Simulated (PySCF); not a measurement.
**NMR shielding calculation of C$_{3}$H$_{10}$O$_{2}$Si$_{2}$**

System: C$_{3}$H$_{10}$O$_{2}$Si$_{2}$.
Method: GIAO PBE0/pcSseg-1 NMR shielding, non-relativistic, gas phase (PySCF 2.14.0).

The geometry comes from this level: GFN2-xTB, NEB image 4 of 0 to 8. It belongs to a series of runs on one base structure; here: NEB image 4 of 0 to 8. Figures and captions count atoms from 1; the log counts them from 0 in places.

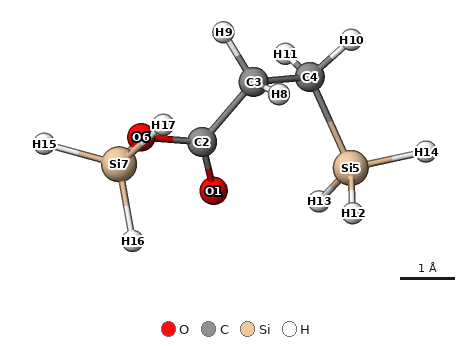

*The structure (ball-and-stick view, seen at a tilt; atoms are numbered from 1 in the order of the input).*

Bond lengths as drawn: C–C 1.50 to 1.52 Å, C–H 1.09 to 1.10 Å, C–O 1.20 to 1.33 Å, C–Si 1.91 Å, H–Si 1.45 to 1.47 Å and O–Si 1.63 Å.

Summary:

```tsv
quantity	value
outcome	converged
total energy	−849.192147 hartree
HOMO	−8.15 eV
LUMO	−0.37 eV
dipole moment	3.58 D
isotropic shielding, O	−151.7 to 167.7 ppm
isotropic shielding, C	2.6 to 181.8 ppm
isotropic shielding, Si	387.5 to 421.1 ppm
isotropic shielding, H	26.6 to 30.9 ppm
hardware	1 CPU thread, shared host
wall time	18 s
peak memory	0.82 GiB
```

Input:
```
{"job": {"kind": "nmr", "xc": "PBE0", "basis": "pcSseg-1", "pop": false}, "charge": 0, "multiplicity": 1}
O      0.154100     0.118500    -1.262000
C      0.590500    -0.320400    -0.233600
C     -0.246600    -0.613200     0.975700
C     -1.720400    -0.718400     0.619900
Si    -2.313700     0.712000    -0.504200
O      1.887500    -0.581900    -0.074100
Si     3.122900     0.312800     0.514400
H     -0.080200     0.226300     1.659900
H      0.139900    -1.511400     1.465000
H     -2.299400    -0.741000     1.542800
H     -1.895400    -1.669900     0.118000
H     -1.561500     1.928200    -0.194200
H     -2.356300     0.368500    -1.916600
H     -3.703100     0.962800    -0.077600
H      4.223300    -0.608900     0.300000
H      3.211300     1.568900    -0.222000
H      2.840000     0.579100     1.928200
```

The first line tells a small driver script what to run in PySCF; the rest is the geometry in Å.

Run as:
```bash
OMP_NUM_THREADS=1 python <driver script> task.json out
```

Log:
```
coarse grid: 14880 points
cycle   1  E = -848.9635082081  dE =  8.559e-01  |g| = 9.482e-01  |ddm| = 3.623e+00
cycle   2  E = -848.6332568722  dE =  3.303e-01  |g| = 1.641e+00  |ddm| = 1.764e+00
cycle   3  E = -849.1188292163  dE = -4.856e-01  |g| = 2.547e-01  |ddm| = 1.271e+00
cycle   4  E = -849.1301796989  dE = -1.135e-02  |g| = 8.108e-02  |ddm| = 2.159e-01
cycle   5  E = -849.1312201678  dE = -1.040e-03  |g| = 2.106e-02  |ddm| = 5.760e-02
cycle   6  E = -849.1313128809  dE = -9.271e-05  |g| = 5.205e-03  |ddm| = 1.963e-02
cycle   7  E = -849.1313189587  dE = -6.078e-06  |g| = 9.309e-04  |ddm| = 4.717e-03
final grid: 133616 points
cycle   8  E = -849.1921174401  dE = -1.146e-05  |g| = 1.262e-02  |ddm| = 2.190e-02
cycle   9  E = -849.1920624204  dE =  5.502e-05  |g| = 2.140e-02  |ddm| = 2.181e-02
cycle  10  E = -849.1921456006  dE = -8.318e-05  |g| = 2.368e-03  |ddm| = 1.429e-02
cycle  11  E = -849.1921466380  dE = -1.037e-06  |g| = 3.102e-04  |ddm| = 1.710e-03
cycle  12  E = -849.1921466528  dE = -1.476e-08  |g| = 1.074e-04  |ddm| = 2.863e-04
cycle  13  E = -849.1921466552  dE = -2.444e-09  |g| = 2.571e-05  |ddm| = 1.037e-04
cycle  14  E = -849.1921466554  dE = -1.487e-10  |g| = 3.445e-06  |ddm| = 2.509e-05
```

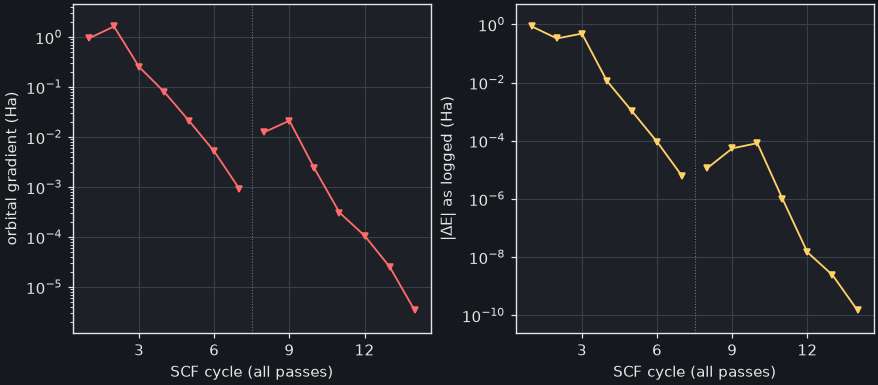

*Convergence of the self-consistent field: orbital gradient and size of the energy change against the SCF cycle. The dotted line marks the change from a coarse to the final integration grid.*

The first 7 cycles use a coarse grid, the final grid takes over at cycle 8, and the field converges after 14 cycles in all.

```
converged SCF energy = -849.1921466554

GIAO shielding tensors (ppm)
atom      isotropic    diamagn.    paramagn.     s11        s22        s33       span
  0 O     -151.677     405.072    -556.748   -465.494   -269.599    280.062    745.556
  1 C        2.609     252.491    -249.882   -102.791     43.154     67.466    170.257
  2 C      151.516     254.047    -102.531    132.703    149.376    172.469     39.766
  3 C      181.762     251.096     -69.333    171.731    180.337    193.219     21.487
  4 Si     421.118     878.242    -457.124    388.823    406.465    468.065     79.242
  5 O      167.714     404.185    -236.472     60.517    174.939    267.685    207.168
  6 Si     387.479     880.364    -492.885    351.832    359.572    451.032     99.200
  7 H       29.319      33.032      -3.713     25.068     29.044     33.844      8.776
  8 H       28.974      31.916      -2.942     23.556     29.194     34.172     10.617
  9 H       30.916      29.868       1.048     25.528     28.773     38.447     12.918
 10 H       30.788      30.586       0.203     26.088     28.771     37.506     11.419
 11 H       28.033      29.776      -1.743     24.692     27.280     32.128      7.436
 12 H       27.185      29.029      -1.844     23.543     25.773     32.237      8.694
 13 H       27.789      28.324      -0.535     24.053     25.743     33.571      9.518
 14 H       26.722      28.720      -1.999     23.497     24.974     31.694      8.198
 15 H       26.636      29.439      -2.804     23.382     25.266     31.259      7.877
 16 H       26.640      29.717      -3.078     23.003     26.126     30.790      7.787
```

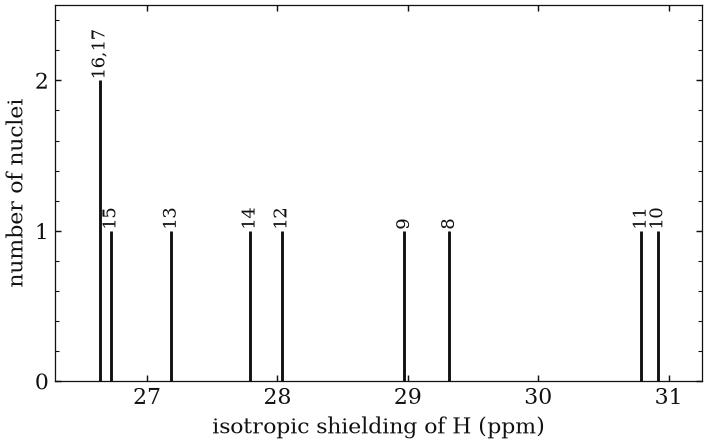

*Isotropic shieldings of the hydrogen nuclei in this fixed geometry, labelled by atom number; shielding grows to the right, so chemical shift grows to the left.*

The least shielded is H16 (26.6 ppm), the most shielded H10 (30.9 ppm).
